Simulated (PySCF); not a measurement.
**RuOOH: relaxation and vibrations of the quartet**

The task is one start of a wider search on RuOOH: the quartet, from a bent start. It is relaxed, tested by its Hessian and followed downhill if it is a saddle.

The runs use PySCF 2.14.0; PBE0, basis Ru def2-TZVP with ECP28, O def2-TZVP, H def2-TZVP, scalar-relativistic core potentials, no spin–orbit coupling, density fitting.

### Step 1. The starting structure

4 atoms, charge 0, spin multiplicity 4.

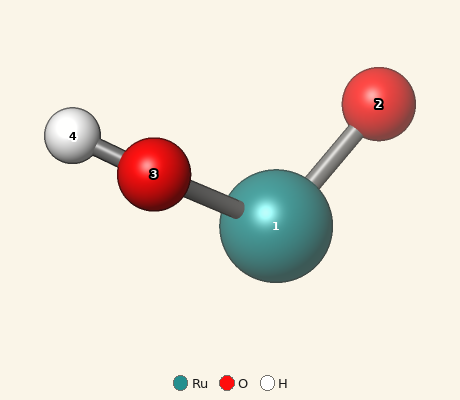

As it starts; ruthenium teal, oxygen red, hydrogen white; atoms are numbered from 1 in the order of the file.

Z-matrix (Å, degrees; charge 0 multiplicity 4):
```
Ru
O  1 1.7100
O  1 1.8800 2 110.00
H  3 0.9600 1 130.00 2 90.00
```

### Step 2. The SCF at the typed geometry

The steps below are one call of a driver around PySCF. For each, scf.py gives the equivalent set-up of the SCF; relaxations use the driver's own optimiser. After this first run the driver tries any further starts and a stability analysis.

The input, scf.py:

```python
from pyscf import gto, scf, dft
mol = gto.M(atom='''
Ru     0.000000     0.000000     0.000000
O      1.400700     0.000000     0.980800
O     -1.540000     0.000000     1.078300
H     -2.045500     0.735400     1.432300''',
    basis={'Ru': 'def2-TZVP', 'O': 'def2-TZVP', 'H': 'def2-TZVP'},
    ecp={'Ru': 'def2-TZVP'},
    charge=0, spin=3)
mf = dft.UKS(mol, xc='PBE0')
mf.grids.atom_grid = (50, 194)
aux = {'Ru': 'def2-universal-JKFIT', 'O': 'def2-universal-JKFIT', 'H': 'def2-universal-JKFIT'}
mf = mf.density_fit(auxbasis=aux)
mf.conv_tol = 1e-08
mf.diis_space = 10
mf.max_cycle = 60
mf.init_guess = 'minao'
mf.verbose = 4
mf.kernel()
```

On the command line:

```bash
> OMP_NUM_THREADS=4 python axn.py task.json out
```

After this run come: Relaxation: bent start, quartet; Hessian and properties.

Q: Predict the outcome of this session. Wanted: minimum; geometry; wavenumbers; dipole moment; highest occupied, lowest empty level; polar-tensor charge of Ru1; zero-point energy; atomisation energy; ⟨S²⟩.

The runs gave:

| quantity | value |
| --- | --- |
| minimum | quartet, C1 |
| geometry | O–H 0.963 Å, Ru–O 1.670 Å, Ru–O 1.871 Å; H–O–Ru 116.7°, O–Ru–O 129.4° |
| wavenumbers (cm⁻¹) | 180 (a), 379 (a), 678 (a), 796 (a), 993 (a), 3834 (a) |
| dipole moment | 2.41 D |
| highest occupied, lowest empty level (either spin) | -6.86, -3.27 eV |
| polar-tensor charge of Ru1 | +1.22 e |
| zero-point energy | 41.0 kJ/mol |
| entropy at 298.15 K | 295.9 J/(mol K) |
| atomisation energy (no zero-point energy) | 1233 kJ/mol |
| ⟨S²⟩ | 3.761 |

What this shows: The bent start ends in a minimum without symmetry. The strongest infrared band lies at 993 cm⁻¹ (a). Most of the spin sits on Ru1 (Mulliken spin 2.50, against 3 for the whole molecule). Only this shape and spin were tried, so other structures or states may lie lower. One determinant may miss the lowest occupation of an open d or f shell.
